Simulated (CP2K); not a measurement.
**SnNH2F3 (SMILES [NH2][Sn]([F])([F])[F]) at PM6**

What is the energy change on altering one bond length of SnNH2F3 at PM6? 

The results are computed with CP2K 2026.2.

3 further runs of the same task are left out: 3 set aside as unsound or not needed.

## Step 1: The molecule

SnNH2F3: 7 atoms, total charge 0, spin state singlet. SMILES: `[NH2][Sn]([F])([F])[F]`. The shape comes from GFN2-xTB, which is rough for such elements, and wasn't checked as a minimum.

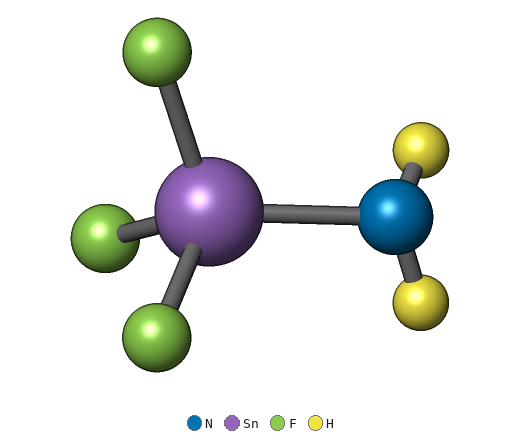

The structure, seen from a chosen angle (nitrogen blue, tin purple, fluorine green, hydrogen yellow).

## Step 2: Energy and forces at PM6

Contents of qs.inp:

```
&GLOBAL
  PROJECT qs
  RUN_TYPE ENERGY_FORCE
  PRINT_LEVEL MEDIUM
&END GLOBAL
&FORCE_EVAL
  METHOD QS
  &DFT
    ! Quickstep
    &QS
      METHOD PM6
      EPS_DEFAULT 1.0E-10
      &SE
        &COULOMB
          CUTOFF [angstrom] 50
          RC_RANGE [angstrom] 0
        &END COULOMB
        &EXCHANGE
          CUTOFF [angstrom] 50
          RC_RANGE [angstrom] 0
        &END EXCHANGE
      &END SE
    &END QS
    ! isolated system
    &POISSON
      PERIODIC NONE
      POISSON_SOLVER ANALYTIC
    &END POISSON
    ! self-consistent field
    &SCF
      SCF_GUESS ATOMIC
      EPS_SCF 1.0E-07
      MAX_SCF 150
      &DIAGONALIZATION
        ALGORITHM STANDARD
      &END DIAGONALIZATION
      &MIXING
        METHOD DIRECT_P_MIXING
        ALPHA 0.4
      &END MIXING
    &END SCF
    &PRINT
      &MOMENTS
        PERIODIC F
        REFERENCE COM
        MAX_MOMENT 1
      &END MOMENTS
      &MO ON
        ENERGIES T
        OCCUPATION_NUMBERS T
        NDIGITS 6
        &EACH
          QS_SCF 0
        &END EACH
        ADD_LAST NUMERIC
      &END MO
      &HIRSHFELD OFF
      &END HIRSHFELD
    &END PRINT
  &END DFT
  &SUBSYS
    &CELL
      ABC 13.3 13.6 12.6
      PERIODIC NONE
    &END CELL
    &COORD
      N      5.857395     7.911185     7.141300
      Sn     6.701105     6.318455     6.285310
      F      7.172605     4.998655     7.583320
      F      5.616935     5.381175     4.982270
      F      8.300265     6.793855     5.355220
      H      5.617965     8.601345     6.433210
      H      4.999735     7.640225     7.617730
    &END COORD
  &END SUBSYS
  ! extra output
  &PRINT
    &FORCES ON
    &END FORCES
  &END PRINT
&END FORCE_EVAL
```

On the command line:

```sh
$ OMP_NUM_THREADS=1 cp2k.psmp -i qs.inp -o qs.out
```

Standard output:

```text
CP2K| version string:                                       CP2K version 2026.2
[...]
 GLOBAL| Method name                                                        CP2K
[...]
 GLOBAL| Run type                                                   ENERGY_FORCE
[...]
                             - Atoms:                                          7
[...]
                             - Spherical basis functions:                     22
[...]
 Number of electrons:                                                         32
[...]
     1 P_Mix/Diag. 0.40E+00    0.0     0.82751534       -57.7214013379 -5.77E+01
[...]
    20 DIIS/Diag.  0.26E-07    0.0     0.00000004       -62.3266583011 -5.68E-14
  *** SCF run converged in    20 steps ***
  Core-core repulsion energy [eV]:                           2033.93953139475707
  Core Hamiltonian energy [eV]:                             -2911.64421833240885
  Two-electron integral energy [eV]:                        -1636.57987318220376
  Electronic energy [eV]:                                   -3729.93415492351096
  Total energy [eV]:                                        -1695.99462352875389
  Atomic reference energy [eV]:                              1688.26471382152727
  Heat of formation [kcal/mol]:                              -178.25596666294379
[...]
 SE_DIPOLE| Moment [Debye]          2.94736283      -2.35793802      -0.37967106
 SE_DIPOLE| Derivative [a.u.]       0.00000000       0.00000000       0.00000000
 ENERGY| Total FORCE_EVAL ( QS ) energy [hartree]            -62.326658301140448
 FORCES| Atomic forces [hartree/bohr]
 FORCES|   Atom     x               y               z               |f|
 FORCES|      1  6.61734119E-03 -3.40052895E-02 -2.40251582E-02   4.21587137E-02
 FORCES|      2 -1.41392195E-02  2.87115142E-02  1.63684459E-02   3.59471084E-02
 FORCES|      3  4.89327209E-03 -1.66647497E-02  1.65681367E-02   2.40033571E-02
 FORCES|      4 -9.60770013E-03 -4.04926183E-03 -8.13125927E-03   1.32220195E-02
 FORCES|      5  1.95956295E-02  6.67019552E-03 -1.23706816E-02   2.41146007E-02
 FORCES|      6 -3.94421746E-03  9.53463676E-03  6.11480998E-03   1.19940423E-02
 FORCES|      7 -3.41510566E-03  9.80295452E-03  5.47570648E-03   1.17364486E-02
 FORCES| Sum    -4.85722573E-16  2.35922393E-16 -3.74700271E-16
 FORCES| Total atomic force                                       6.57256485E-16
[...]
```

It took 0.26 s on 1 thread of Arm Neoverse V1, shared host.

## Step 3: The distorted shape at the same level

Contents of job.inp:

```
&global
  project_name job
  run_type ENERGY_FORCE
  print_level MEDIUM
&end global

&force_eval
  method QS
  &dft
    # Quickstep
    &qs
      method PM6
      eps_default 1.0E-10
      &se
        &coulomb
          cutoff [angstrom] 50
          rc_range [angstrom] 0
        &end coulomb
        &exchange
          cutoff [angstrom] 50
          rc_range [angstrom] 0
        &end exchange
      &end se
    &end qs
    # no periodic images
    &poisson
      periodic NONE
      poisson_solver ANALYTIC
    &end poisson
    # SCF settings
    &scf
      scf_guess ATOMIC
      eps_scf 1.0E-07
      max_scf 150
      &diagonalization
        algorithm STANDARD
      &end diagonalization
      &mixing
        method DIRECT_P_MIXING
        alpha 0.4
      &end mixing
    &end scf
    # extra output
    &print
      &moments
        periodic F
        reference COM
        max_moment 1
      &end moments
      &mo ON
        energies T
        occupation_numbers T
        ndigits 6
        &each
          qs_scf 0
        &end each
        add_last NUMERIC
      &end mo
      &hirshfeld OFF
      &end hirshfeld
    &end print
  &end dft
  # structure
  &subsys
    # box in angstrom
    &cell
      abc 13.8 14.6 13.1
      periodic NONE
    &end cell
    &coord
      N      5.854289     8.888991     7.648090
      Sn     7.204211     6.340649     6.278520
      F      7.675711     5.020849     7.576530
      F      6.120041     5.403369     4.975480
      F      8.803371     6.816049     5.348430
      H      5.614859     9.579151     6.940000
      H      4.996629     8.618031     8.124520
    &end coord
  &end subsys
  # extra output
  &print
    &forces ON
    &end forces
  &end print
&end force_eval
```

On the command line:

```sh
$ OMP_NUM_THREADS=1 cp2k.psmp job.inp > job.out
```

Standard output:

```text
CP2K| version string:                                       CP2K version 2026.2
[...]
 GLOBAL| Method name                                                        CP2K
[...]
 GLOBAL| Run type                                                   ENERGY_FORCE
[...]
                             - Atoms:                                          7
[...]
                             - Spherical basis functions:                     22
[...]
 Number of electrons:                                                         32
[...]
     1 P_Mix/Diag. 0.40E+00    0.0     0.97572105       -57.8827432738 -5.79E+01
[...]
    22 DIIS/Diag.  0.48E-07    0.0     0.00000006       -62.1873252538 -3.55E-14
  *** SCF run converged in    22 steps ***
  Core-core repulsion energy [eV]:                           1851.72594596798581
  Core Hamiltonian energy [eV]:                             -2894.67659819218125
  Two-electron integral energy [eV]:                        -1298.50505254013228
  Electronic energy [eV]:                                   -3543.92912446224727
  Total energy [eV]:                                        -1692.20317849426169
  Atomic reference energy [eV]:                              1688.26471382152727
  Heat of formation [kcal/mol]:                               -90.82316016573752
[...]
 SE_DIPOLE| Moment [Debye]          2.47019986      -1.50684944       0.06490481
 SE_DIPOLE| Derivative [a.u.]       0.00000000       0.00000000       0.00000000
 ENERGY| Total FORCE_EVAL ( QS ) energy [hartree]            -62.187325253821825
 FORCES| Atomic forces [hartree/bohr]
 FORCES|   Atom     x               y               z               |f|
 FORCES|      1  1.64636014E-02 -3.21922525E-02 -1.73846423E-02   4.01200334E-02
 FORCES|      2 -3.76069468E-02  5.10629800E-02  2.22474270E-02   6.72060889E-02
 FORCES|      3  5.32663247E-03 -1.60339764E-02  1.85324197E-02   2.50781178E-02
 FORCES|      4 -9.71793955E-03 -3.95990668E-03 -8.12027145E-03   1.32686856E-02
 FORCES|      5  2.06831709E-02  8.31999136E-03 -1.17104624E-02   2.51823498E-02
 FORCES|      6 -8.62932879E-04 -8.56886890E-03  4.39004748E-03   9.66657563E-03
 FORCES|      7  5.71441447E-03  1.37203318E-03 -7.95451808E-03   9.88996288E-03
 FORCES| Sum     6.38378239E-16  1.66533454E-16 -3.33066907E-16
 FORCES| Total atomic force                                       7.39049208E-16
[...]
```

Run time: 0.26 s. Hardware: 1 thread of Arm Neoverse V1, shared host.

## Step 4: What came out

Level: PM6.

```
                                                          quantity            value
                                         first shape: total energy     -62.32666 Eh
                                        first shape: dipole moment           3.79 D
                                          first shape: HOMO energy        -11.30 eV
            first shape: heat of formation at this unrelaxed shape  -178.3 kcal/mol
                             first shape: largest force on an atom       2.168 eV/Å
                                     distorted shape: total energy     -62.18733 Eh
                                    distorted shape: dipole moment           2.89 D
                                      distorted shape: HOMO energy         -9.03 eV
        distorted shape: heat of formation at this unrelaxed shape   -90.8 kcal/mol
                         distorted shape: largest force on an atom       3.456 eV/Å
energy change with the N1–Sn2 bond stretched from 1.995 to 3.193 Å         3.791 eV
```

In words: One bond (distorted shape) is far stretched, which a spin-restricted single reference describes badly. With the N1–Sn2 bond stretched from 1.995 to 3.193 Å the energy rises by 3.79 eV (87 kcal/mol). The first shape isn't relaxed at this level, so the change isn't measured from a minimum. A restricted reference can't describe the breaking bond well at this length. The largest force (first shape) is 2.17 eV/Å: the shape isn't a stationary point for this species at this level.
